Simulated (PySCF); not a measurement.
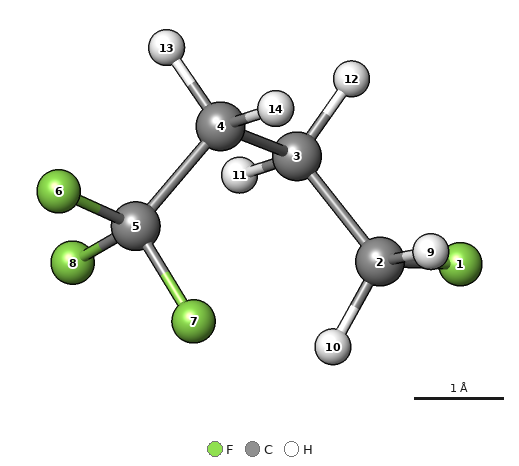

Figure 1. The structure as given in the input (ball-and-stick view, seen at a tilt; atoms are numbered from 1 in the order of the input). Bond lengths as drawn: C–C 1.52 to 1.53 Å, C–F 1.34 to 1.37 Å and C–H 1.09 to 1.10 Å.

## Run report: C4H6F4, single-point calculation

- system: C4H6F4, SMILES FCCCC(F)(F)F
- method: B97-D/6-31+G* single-point energy, gas phase (PySCF 2.14.0)

The geometry comes from this level: GFN1-xTB.

Input
```
{"job": {"xc": "B97-D", "basis": "6-31+G*", "kind": "sp"}, "charge": 0, "multiplicity": 1}
F      2.816434     0.191000     0.343789
C      1.580830    -0.330827     0.074661
C      0.539897     0.697026     0.506848
C     -0.879874     0.127284     0.549233
C     -1.369075    -0.300194    -0.819479
F     -2.668707    -0.609132    -0.786974
F     -0.715311    -1.382869    -1.265654
F     -1.206321     0.663911    -1.730858
H      1.491483    -1.264350     0.642569
H      1.542544    -0.537649    -0.999372
H      0.572326     1.554961    -0.169551
H      0.806093     1.047408     1.507485
H     -1.573819     0.885949     0.917777
H     -0.937179    -0.742992     1.207360
```

The first line tells a small driver script what to run in PySCF; the rest is the geometry in Å.

Hardware: 1 CPU thread, shared host.

Command:
```bash
OMP_NUM_THREADS=1 python <driver script> task.json out
```

What the program printed
```
coarse grid: 12408 points
cycle   1  E = -554.9548579076  dE =  9.690e-01  |g| = 9.893e-01  |ddm| = 3.516e+00
cycle   2  E = -554.5889694505  dE =  3.659e-01  |g| = 1.814e+00  |ddm| = 3.047e+00
cycle   3  E = -555.1230072008  dE = -5.340e-01  |g| = 1.319e-01  |ddm| = 2.361e+00
cycle   4  E = -555.1264365169  dE = -3.429e-03  |g| = 5.929e-02  |ddm| = 2.010e-01
cycle   5  E = -555.1271898695  dE = -7.534e-04  |g| = 1.365e-02  |ddm| = 8.711e-02
cycle   6  E = -555.1272196566  dE = -2.979e-05  |g| = 5.487e-03  |ddm| = 2.000e-02
cycle   7  E = -555.1272247335  dE = -5.077e-06  |g| = 9.939e-04  |ddm| = 6.015e-03
final grid: 123480 points
cycle   8  E = -555.1117608243  dE = -2.071e-05  |g| = 2.198e-02  |ddm| = 9.264e-02
cycle   9  E = -555.1115863292  dE =  1.745e-04  |g| = 3.964e-02  |ddm| = 5.088e-02
cycle  10  E = -555.1118350709  dE = -2.487e-04  |g| = 1.960e-03  |ddm| = 3.482e-02
cycle  11  E = -555.1118358458  dE = -7.750e-07  |g| = 3.373e-04  |ddm| = 2.405e-03
cycle  12  E = -555.1118358640  dE = -1.815e-08  |g| = 1.096e-04  |ddm| = 4.810e-04
cycle  13  E = -555.1118358662  dE = -2.191e-09  |g| = 2.144e-05  |ddm| = 1.220e-04
cycle  14  E = -555.1118358663  dE = -8.993e-11  |g| = 7.955e-06  |ddm| = 3.197e-05
```

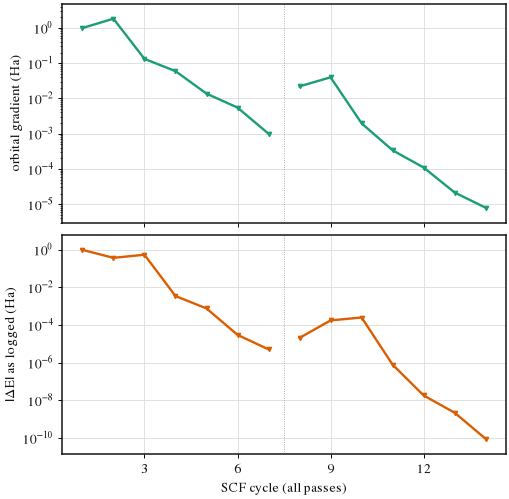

Figure 2. Convergence of the self-consistent field: orbital gradient and size of the energy change against the SCF cycle. The dotted line marks the change from a coarse to the final integration grid. The first 7 cycles use a coarse grid, the final grid takes over at cycle 8, and the field converges after 14 cycles in all.

```
converged SCF energy = -555.1118358663
```

Key numbers

- outcome: converged
- total energy: −555.111836 hartree
- HOMO: −7.94 eV
- LUMO: −0.28 eV
- dipole moment: 1.87 D
- wall time: 28 s
- peak memory: 0.59 GiB
